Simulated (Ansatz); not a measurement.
# C2H7NSi: geometry and vibrations

Aim: relax C2H7NSi from a cheap starting geometry, then compute its harmonic vibrations to see whether it is a minimum and to get the zero-point energy and entropy, and look at its orbitals and charge.

The runs use Ansatz 0.2.0, Gaussian basis; RKS PBE0-D4/def2-TZVP.

Plan: relaxation at PBE-D4/def2-SVP; relaxation at PBE0-D4/def2-TZVP; harmonic vibrations at the same level; a single point in def2-TZVPP for the fields.

## 1. The system as given

11 atoms, charge 0, spin multiplicity 1.

Atoms are counted from 1 here; the program's logs count them from 0.

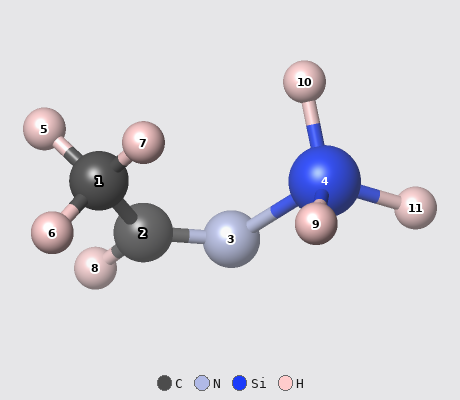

The starting geometry (carbon dark grey, nitrogen light blue, silicon blue, hydrogen pink); atoms are numbered from 1 in the order of the file.

The start is a force-field geometry with small random shifts, so a cheaper pass at PBE-D4/def2-SVP comes first.

## 2. Relaxation at PBE-D4/def2-SVP (cheap first pass)

File in.yaml:

```yaml
crystal:
  periodic: [false, false, false]
  atoms:
    - {symbol: C, position_ang: [-0.610700, 1.305000, -0.086300]}
    - {symbol: C, position_ang: [-1.164400, -0.069300, -0.165800]}
    - {symbol: N, position_ang: [-0.545800, -1.182200, -0.085200]}
    - {symbol: Si, position_ang: [1.268500, -1.269800, 0.164600]}
    - {symbol: H, position_ang: [-0.927500, 1.846300, -1.048500]}
    - {symbol: H, position_ang: [-1.175300, 1.873700, 0.720600]}
    - {symbol: H, position_ang: [0.442500, 1.439600, 0.056200]}
    - {symbol: H, position_ang: [-2.213300, -0.139900, -0.324200]}
    - {symbol: H, position_ang: [1.531700, -0.568400, 1.476400]}
    - {symbol: H, position_ang: [1.865600, -0.590100, -0.937400]}
    - {symbol: H, position_ang: [1.594200, -2.702000, 0.250300]}
basis:
  gaussian: {orbitals: def2-SVP}
hamiltonian: {xc: pbe, dispersion: d4}
relax: {f_tol: 0.03, max_steps: 200}
```

Started as:

```sh
$ ansatz run in.yaml --threads 2 --pin off --events-out ev --progress --plain --max-ram 4352MiB
```

The log of the run, shortened:

```text
Functional definition: PBE
  name "PBE"
  cite "Perdew, Burke & Ernzerhof, Phys. Rev. Lett. 77, 3865 (1996) doi:10.1103/PhysRevLett.77.3865"
  parent pbe
[...]
1090 factors; their error is unknown
[...]
mean field -11540.78241710 eV, -424.1159312051 hartree, gradient 4.7e-5 eV, S^2 0.000000; 0 other end points of the search recorded, 0 dependent functions left out
[...]
reference -11540.78245161 eV, -424.1159324733 hartree; 20, 20 occupied and 75, 75 virtual orbitals, 1090 factors
relax step   1: F+E_penalty+E_count = -11540.99006225 eV  Δ(F+E_penalty+E_count) = +0.000e0 eV  max|allowed force component| = 2.428e0 eV/Å  Δτ_max = 0.0000 Å  (27 SCF iters, accepted)
[...]
relax step   6: F+E_penalty+E_count = -11541.30330103 eV  Δ(F+E_penalty+E_count) = -7.305e-5 eV  max|allowed force component| = 7.014e-2 eV/Å  Δτ_max = 0.0358 Å  (30 SCF iters, accepted)
[...]
relax step   7: F+E_penalty+E_count = -11541.30395177 eV  Δ(F+E_penalty+E_count) = -6.507e-4 eV  max|allowed force component| = 2.920e-2 eV/Å  Δτ_max = 0.0162 Å  (31 SCF iters, accepted)
1090 factors; their error is unknown
[...]
mean field -11541.09992961 eV, -424.1275995746 hartree, gradient 2.5e-5 eV, S^2 0.000000; 1 other end points of the search recorded, 0 dependent functions left out
[...]
reference -11541.09996478 eV, -424.1276008672 hartree; 20, 20 occupied and 75, 75 virtual orbitals, 1090 factors
Total energy: -11541.30398695 eV, -424.1350985435 hartree
Atom 0 at    -0.702603     1.371938    -0.099877 Å, force    -0.008231    -0.003723    -0.006996 eV/Å
Atom 1 at    -1.177731    -0.056679    -0.164958 Å, force    -0.009860     0.029205     0.003827 eV/Å
Atom 2 at    -0.501119    -1.134149    -0.066144 Å, force     0.018258    -0.011899     0.000226 eV/Å
Atom 3 at     1.242891    -1.289541     0.182392 Å, force    -0.007549     0.000274     0.004224 eV/Å
Atom 4 at    -0.931696     1.887666    -1.057976 Å, force    -0.004889     0.004844     0.007174 eV/Å
Atom 5 at    -1.260469     1.924842     0.686344 Å, force    -0.000429     0.001697    -0.004407 eV/Å
Atom 6 at     0.383477     1.457215     0.100212 Å, force     0.008426    -0.005953     0.001939 eV/Å
Atom 7 at    -2.282940    -0.151277    -0.327053 Å, force     0.005730    -0.011327    -0.000660 eV/Å
Atom 8 at     1.691006    -0.645500     1.473575 Å, force    -0.001920     0.002608    -0.001599 eV/Å
Atom 9 at     2.024583    -0.672791    -0.953267 Å, force     0.003007    -0.002156    -0.001538 eV/Å
Atom 10 at     1.580102    -2.748823     0.247451 Å, force    -0.002542    -0.003569    -0.002191 eV/Å
Dipole moment:    -0.078697     0.444886    -0.014842 e Å
```

Wall time 11 s (2 threads of Intel Xeon at 2.80GHz, shared host).

Relaxation path: (the energy doesn't fall at every step)

```
step  energy from step 1 (eV)  largest force component (eV/Å)
   1                   0.0000                          2.4278
   2                  -0.2655                          0.8419
   3                  -0.2972                          0.4370
   4                  -0.2962                          0.4527
   5                  -0.3132                          0.0794
   6                  -0.3132                          0.0701
   7                  -0.3139                          0.0292
```

Distances of close pairs at the start and the end, largest changes first:

```
   bond  before (Å)  after (Å)  change (Å)
Si4–H10       1.426      1.510      +0.085
 N3–Si4       1.834      1.768      -0.065
  C2–H8       1.063      1.121      +0.058
  C1–H5       1.149      1.112      -0.037
  C1–H7       1.071      1.108      +0.036
Si4–H11       1.471      1.499      +0.028
  C1–H6       1.137      1.111      -0.026
  C1–C2       1.484      1.507      +0.023
```

## 3. Optimising with PBE0-D4/def2-TZVP

File in.yaml:

```yaml
crystal:
  periodic: [false, false, false]
  atoms:
    - {symbol: C, position_ang: [-0.702603, 1.371938, -0.099877]}
    - {symbol: C, position_ang: [-1.177731, -0.056679, -0.164958]}
    - {symbol: N, position_ang: [-0.501119, -1.134149, -0.066144]}
    - {symbol: Si, position_ang: [1.242891, -1.289541, 0.182392]}
    - {symbol: H, position_ang: [-0.931696, 1.887666, -1.057976]}
    - {symbol: H, position_ang: [-1.260469, 1.924842, 0.686344]}
    - {symbol: H, position_ang: [0.383477, 1.457215, 0.100212]}
    - {symbol: H, position_ang: [-2.282940, -0.151277, -0.327053]}
    - {symbol: H, position_ang: [1.691006, -0.645500, 1.473575]}
    - {symbol: H, position_ang: [2.024583, -0.672791, -0.953267]}
    - {symbol: H, position_ang: [1.580102, -2.748823, 0.247451]}
basis:
  gaussian: {orbitals: def2-TZVP}
hamiltonian: {xc: pbe0, dispersion: d4}
relax: {f_tol: 0.005, max_steps: 150}
```

Launched as before.

The log of the run, shortened:

```text
Functional definition: PBE0
  name "PBE0"
  cite "Adamo & Barone, J. Chem. Phys. 110, 6158 (1999) doi:10.1063/1.478522"
  cite "Perdew, Burke & Ernzerhof, Phys. Rev. Lett. 77, 3865 (1996) doi:10.1103/PhysRevLett.77.3865"
  parent pbe
[...]
1091 factors; their error is unknown
[...]
mean field -11549.18914133 eV, -424.4248726223 hartree, gradient 2.5e-5 eV, S^2 0.000000; 0 other end points of the search recorded, 0 dependent functions left out
[...]
reference -11549.18917487 eV, -424.4248738550 hartree; 20, 20 occupied and 152, 152 virtual orbitals, 1091 factors
relax step   1: F+E_penalty+E_count = -11549.36074457 eV  Δ(F+E_penalty+E_count) = +0.000e0 eV  max|allowed force component| = 9.203e-1 eV/Å  Δτ_max = 0.0000 Å  (28 SCF iters, accepted)
[...]
Atom 1 at    -1.092584    -0.002382    -0.388702 Å, force    -0.000842     0.000790     0.000917 eV/Å
Atom 2 at    -0.334642    -1.004945    -0.450069 Å, force     0.001360     0.000389     0.000845 eV/Å
Atom 3 at     1.301095    -1.266389     0.046656 Å, force    -0.000468     0.000000    -0.000154 eV/Å
Atom 4 at    -0.951682     2.109230    -0.615932 Å, force    -0.000366    -0.000165     0.000975 eV/Å
Atom 5 at    -1.515234     1.588892     0.960650 Å, force    -0.000253    -0.000382    -0.000559 eV/Å
Atom 6 at     0.212735     1.438076     0.553604 Å, force    -0.000537    -0.000157    -0.000226 eV/Å
Atom 7 at    -2.113291    -0.110549    -0.788198 Å, force     0.000554     0.000390    -0.000002 eV/Å
Atom 8 at     2.009570    -0.112136     0.680631 Å, force    -0.000315    -0.000343    -0.000290 eV/Å
Atom 9 at     2.064439    -1.665931    -1.161970 Å, force    -0.000171     0.000017     0.000284 eV/Å
Atom 10 at     1.286605    -2.386882     1.020004 Å, force    -0.000011     0.000156    -0.000356 eV/Å
Dipole moment:    -0.153583     0.422182     0.084788 e Å
```

It took 97 s on 2 threads of Intel Xeon at 2.80GHz, shared host.

Relaxation path: (the energy doesn't fall at every step)

```
step  energy from step 1 (eV)  largest force component (eV/Å)
   1                   0.0000                          0.9203
   2                  -0.0498                          0.2491
   3                  -0.0545                          0.1296
   4                  -0.0547                          0.0475
   5                  -0.0549                          0.0355
   6                  -0.0549                          0.0229
   7                  -0.0549                          0.0230
   8                  -0.0550                          0.0018
   9                  -0.0551                          0.0683
  10                  -0.0554                          0.0510
  11                  -0.0558                          0.0313
  12                  -0.0578                          0.2763
  13                  -0.0601                          0.2026
  14                  -0.0698                          0.0428
  15                  -0.0711                          0.2799
  16                  -0.0783                          0.0662
  17                  -0.0829                          0.0637
  18                  -0.0826                          0.2168
  19                  -0.0680                          0.5268
  20                  -0.0843                          0.1146
  21                  -0.0867                          0.0976
  22                  -0.0877                          0.0545
  23                  -0.0882                          0.0443
  24                  -0.0885                          0.0191
  25                  -0.0886                          0.0094
  26                  -0.0886                          0.0075
  27                  -0.0886                          0.0039
  28                  -0.0886                          0.0075
  29                  -0.0886                          0.0073
  30                  -0.0886                          0.0014
```

The force was under the threshold of 0.005 eV/Å already at step 8, but the program went on to step 30.

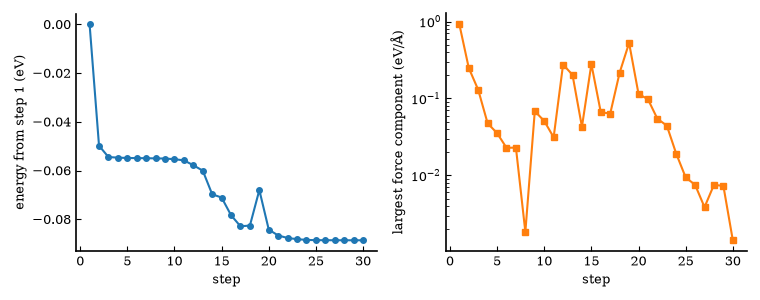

Energy and largest force along the relaxation.

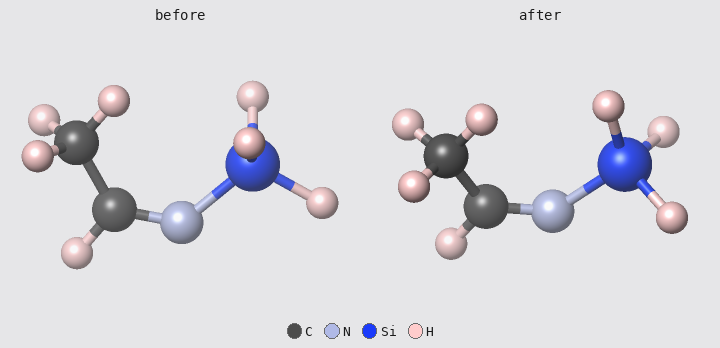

Before and after, at one scale.

Close pairs (by a distance rule), those that changed most:

```
   bond  before (Å)  after (Å)  change (Å)
 N3–Si4       1.768      1.729      -0.039
Si4–H10       1.510      1.484      -0.026
  C2–H8       1.121      1.101      -0.020
  C1–H7       1.108      1.090      -0.018
  C2–N3       1.276      1.258      -0.018
  C1–H5       1.112      1.095      -0.017
  C1–H6       1.111      1.095      -0.017
 Si4–H9       1.511      1.495      -0.015
```

Mulliken charges of the relaxed molecule (report file):

```
atom  value (e)
  C1      -0.32
  C2      -0.02
  N3      -0.28
 Si4       0.23
  H5       0.13
  H6       0.13
  H7       0.13
  H8       0.10
  H9      -0.05
 H10      -0.03
 H11      -0.03
```

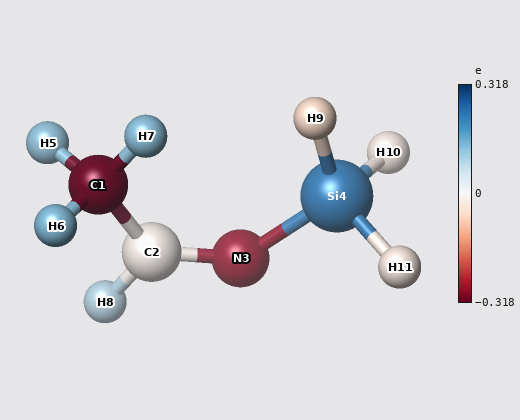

Mulliken charges of the relaxed molecule (report file), as colours on the atoms.

## 4. Force constants and modes

File in.yaml:

```yaml
crystal:
  periodic: [false, false, false]
  atoms:
    - {symbol: C, position_ang: [-0.801511, 1.355916, 0.164024]}
    - {symbol: C, position_ang: [-1.092584, -0.002382, -0.388702]}
    - {symbol: N, position_ang: [-0.334642, -1.004945, -0.450069]}
    - {symbol: Si, position_ang: [1.301095, -1.266389, 0.046656]}
    - {symbol: H, position_ang: [-0.951682, 2.109230, -0.615932]}
    - {symbol: H, position_ang: [-1.515234, 1.588892, 0.960650]}
    - {symbol: H, position_ang: [0.212735, 1.438076, 0.553604]}
    - {symbol: H, position_ang: [-2.113291, -0.110549, -0.788198]}
    - {symbol: H, position_ang: [2.009570, -0.112136, 0.680631]}
    - {symbol: H, position_ang: [2.064439, -1.665931, -1.161970]}
    - {symbol: H, position_ang: [1.286605, -2.386882, 1.020004]}
basis:
  gaussian: {orbitals: def2-TZVP}
hamiltonian: {xc: pbe0, dispersion: d4}
phonons: {temperatures: {t_min: 298.15, t_max: 900, t_step: 200}}
```

Same command.

The log of the run, shortened:

```text
Functional definition: PBE0
  name "PBE0"
  cite "Adamo & Barone, J. Chem. Phys. 110, 6158 (1999) doi:10.1063/1.478522"
  cite "Perdew, Burke & Ernzerhof, Phys. Rev. Lett. 77, 3865 (1996) doi:10.1103/PhysRevLett.77.3865"
  parent pbe
[...]
1091 factors; their error is unknown
[...]
mean field -11549.27854063 eV, -424.4281579861 hartree, gradient 1.7e-5 eV, S^2 0.000000; 0 other end points of the search recorded, 0 dependent functions left out
[...]
reference -11549.27857401 eV, -424.4281592126 hartree; 20, 20 occupied and 152, 152 virtual orbitals, 1091 factors
[...]
1091 factors; their error is unknown
mean field -11549.27834985 eV, -424.4281509748 hartree, gradient 3.0e-6 eV, S^2 0.000000; 0 other end points of the search recorded, 0 dependent functions left out
[...]
reference -11549.27838322 eV, -424.4281522014 hartree; 20, 20 occupied and 152, 152 virtual orbitals, 1091 factors
[...]
Atom 4 at    -0.951682     2.109230    -0.615932 Å, force    -0.000350    -0.000166     0.000976 eV/Å
Atom 5 at    -1.515234     1.588892     0.960650 Å, force    -0.000221    -0.000377    -0.000581 eV/Å
Atom 6 at     0.212735     1.438076     0.553604 Å, force    -0.000479    -0.000227    -0.000250 eV/Å
Atom 7 at    -2.113291    -0.110549    -0.788198 Å, force     0.000568     0.000393     0.000001 eV/Å
Atom 8 at     2.009570    -0.112136     0.680631 Å, force    -0.000405    -0.000295    -0.000308 eV/Å
Atom 9 at     2.064439    -1.665931    -1.161970 Å, force    -0.000145     0.000024     0.000262 eV/Å
Atom 10 at     1.286605    -2.386882     1.020004 Å, force    -0.000014     0.000145    -0.000350 eV/Å
Dipole moment:    -0.153585     0.422179     0.084786 e Å
Vibrations: 91.89 149.49 186.24 317.64 502.84 691.34 716.32 719.36 820.22 927.81 934.23 952.90 966.35 1099.99 1129.98 1380.48 1420.99 1463.92 1464.80 1791.13 2171.14 2236.75 2237.51 2997.89 3043.86 3104.58 3157.56 cm⁻¹, zero-point energy 2.273697 eV
```

It took 2.7 min on 2 threads of Intel Xeon at 2.80GHz, shared host.

Motions are named by where the mode's potential energy lies. The modes, unscaled (a negative number is an imaginary wavenumber):

```
mode  cm⁻¹                  motion
   1    92                 torsion
   2   149                 torsion
   3   186                    bend
   4   318                 torsion
   5   503                    bend
   6   691  Si–N stretch with bend
   7   716                    bend
   8   719  bend with Si–N stretch
   9   820       torsion with bend
  10   928   bend with C–C stretch
  11   934       bend with torsion
  12   953                    bend
  13   966                    bend
  14  1100       torsion with bend
  15  1130   bend with C–C stretch
  16  1380                    bend
  17  1421                    bend
  18  1464                    bend
  19  1465                    bend
  20  1791             C–N stretch
  21  2171            Si–H stretch
  22  2237            Si–H stretch
  23  2238            Si–H stretch
  24  2998             C–H stretch
  25  3044             C–H stretch
  26  3105             C–H stretch
  27  3158             C–H stretch
```

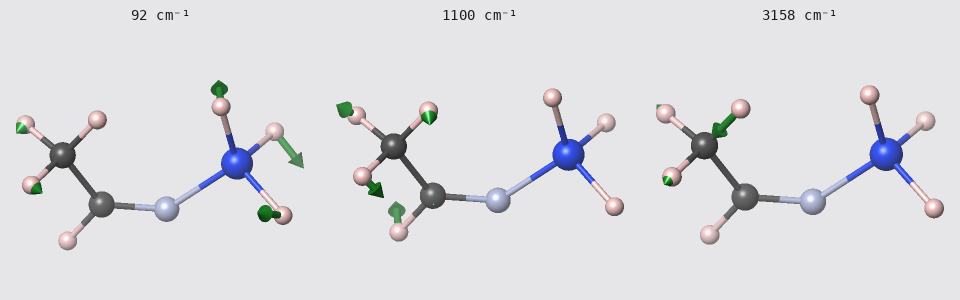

Displacements of 3 modes, as arrows.

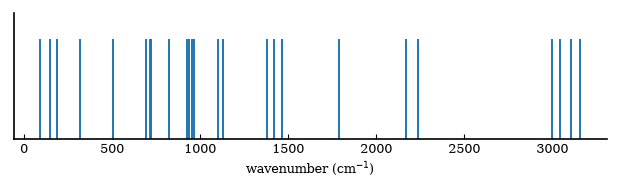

The harmonic wavenumbers as sticks (no intensities were computed).

Ideal gas, rigid rotor and harmonic oscillator at 298.15 K and 1 bar, with symmetry number 1:

```
                term            value
   zero-point energy     219.4 kJ/mol
          H(298) − E     237.8 kJ/mol
entropy, translation  162.4 J/(mol K)
   entropy, rotation  105.6 J/(mol K)
  entropy, vibration   51.3 J/(mol K)
      entropy, total  319.4 J/(mol K)
```

## 5. A single point for the fields

in.yaml: that of step 4 with these lines changed.

```diff
@@ -15,4 +15,4 @@
 basis:
-  gaussian: {orbitals: def2-TZVP}
+  gaussian: {orbitals: def2-TZVPP}
 hamiltonian: {xc: pbe0, dispersion: d4}
-phonons: {temperatures: {t_min: 298.15, t_max: 900, t_step: 200}}
+output: {orbitals: {seedname: orbitals}}
```

The command is unchanged.

The log of the run:

```text
Functional definition: PBE0
  name "PBE0"
  cite "Adamo & Barone, J. Chem. Phys. 110, 6158 (1999) doi:10.1063/1.478522"
  cite "Perdew, Burke & Ernzerhof, Phys. Rev. Lett. 77, 3865 (1996) doi:10.1103/PhysRevLett.77.3865"
  parent pbe
  parameter a = 0.25
  parameter kappa = 0.804
  parameter beta = 0.06672455060314922
  exchange = (1 - a)*pbe_x(kappa = kappa, mu = beta*pi^2/3) + a*exact_x
  correlation = pbe_c(beta = beta)
1219 factors; their error is unknown
mean field evaluation 1: about -11542.0139 eV, gradient 5.8e1 eV
mean field evaluation 2: about -11534.8864 eV, gradient 7.8e1 eV
mean field evaluation 4: about -11549.2428 eV, gradient 5.6e0 eV
mean field evaluation 8: about -11549.3270 eV, gradient 4.4e-1 eV
mean field -11549.32729143 eV, -424.4299495448 hartree, gradient 6.5e-5 eV, S^2 0.000000; 0 other end points of the search recorded, 0 dependent functions left out
reference -11549.32732493 eV, -424.4299507760 hartree; 20, 20 occupied and 213, 213 virtual orbitals, 1219 factors
Total energy: -11549.49820049 eV, -424.4362303371 hartree
```

It took 3.1 s on 2 threads of Intel Xeon at 2.80GHz, shared host.

The fields below are evaluated on a grid from the run's orbitals.

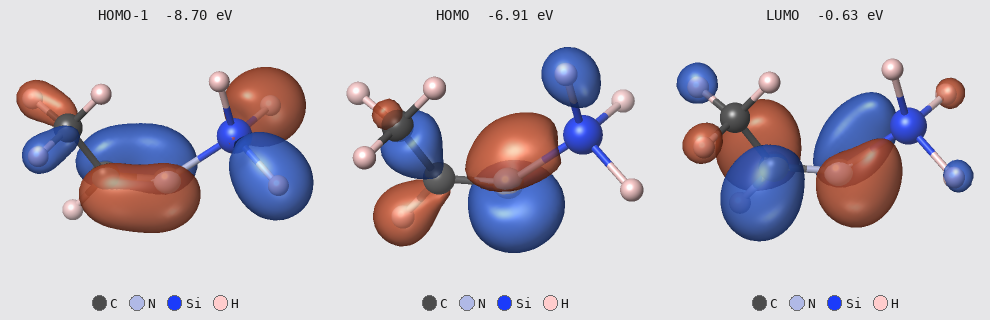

PBE0-D4/def2-TZVPP orbitals near the gap, drawn at the value that encloses 70 % of each; the two colours are the two signs.

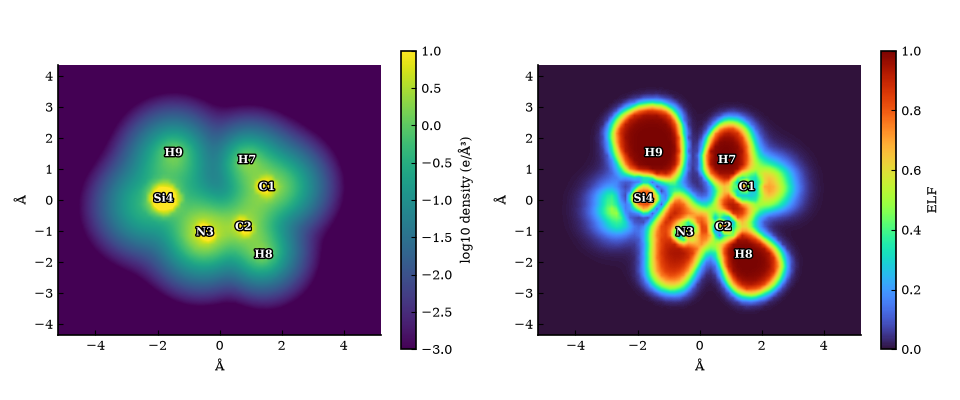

Density (left) and ELF (right) in a plane through or near 7 of the atoms.

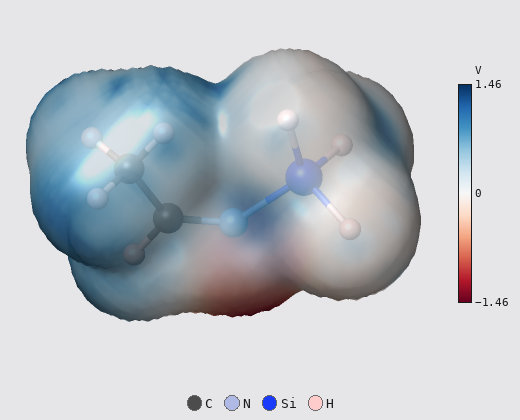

Electrostatic potential on the surface of density 0.002 e/bohr³; red is low, blue high. It runs from -1.46 V near N3 to 1.05 V near H5.

## 6. Results

| quantity | value |
| --- | --- |
| point group | Cs |
| steps | 7 + 30 |
| shift from the start (rms) | 0.641 Å |
| total energy | -11549.4494 eV |
| dispersion term | -171 meV |
| dipole moment | 2.20 D |
| lowest, highest wavenumber | 92, 3158 cm⁻¹ |
| zero-point energy | 219.4 kJ/mol |
| entropy at 298.15 K | 319.4 J/(mol K) |
| HOMO, LUMO | -6.91, -0.63 eV |

The relaxed geometry lies 0.64 Å (rms) from the start; the bond that changed most is N3–Si4, from 1.834 to 1.729 Å. No mode is imaginary: a true minimum at this level. The stiffest mode, 3158 cm⁻¹, is a C–H stretch, and 3 modes under 200 cm⁻¹ make the vibrational entropy uncertain. Harmonic hybrid wavenumbers usually lie a few per cent above measured fundamentals. The largest Mulliken charge, -0.32 e, sits on C1. The HOMO lies mostly on N3 62 %; H8, H9 about 9 % each and the LUMO on C2 38 %; N3 29 %.
